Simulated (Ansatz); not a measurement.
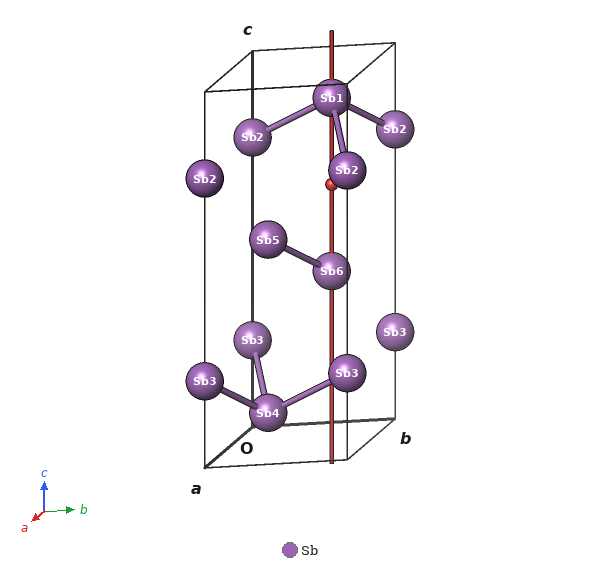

For Sb, coordinates from a relaxation with DFT, RPBE, plane waves (420 eV) with PAW, scalar-relativistic in Ansatz: the coloured rod is the axis of a symmetry operation of the crystal, the small sphere its inversion point. Symmetry computed with spglib at a tolerance of 0.002 Å; standard conventional cell.

a = 4.400 Å, b = 4.400 Å, c = 11.948 Å, α = 90.00°, β = 90.00°, γ = 120.00°.

```csv
atom,x,y,z
Sb1,0.3333,0.6667,0.8970
Sb2,0.0000,0.0000,0.7697
Sb3,0.0000,0.0000,0.2303
Sb4,0.6667,0.3333,0.1030
Sb5,0.6667,0.3333,0.5637
Sb6,0.3333,0.6667,0.4363
```

Take the operation x, y, z → x−y+2/3, x+1/3, −z+4/3.

Q: What kind of operation is it, and where does it lie?

A: It is a −3 rotoinversion axis with its inversion point at (1/3, 2/3, 2/3), along [0 0 1].

Q: Onto which atom does it carry each atom (up to whole multiples of a, b and c)?

A: Sb1 → Sb6, Sb2 → Sb5, Sb3 → Sb4, Sb4 → Sb3, Sb5 → Sb2, Sb6 → Sb1.

Q: What is the crystal's space group?

A: R-3m, No. 166, hexagonal axes.
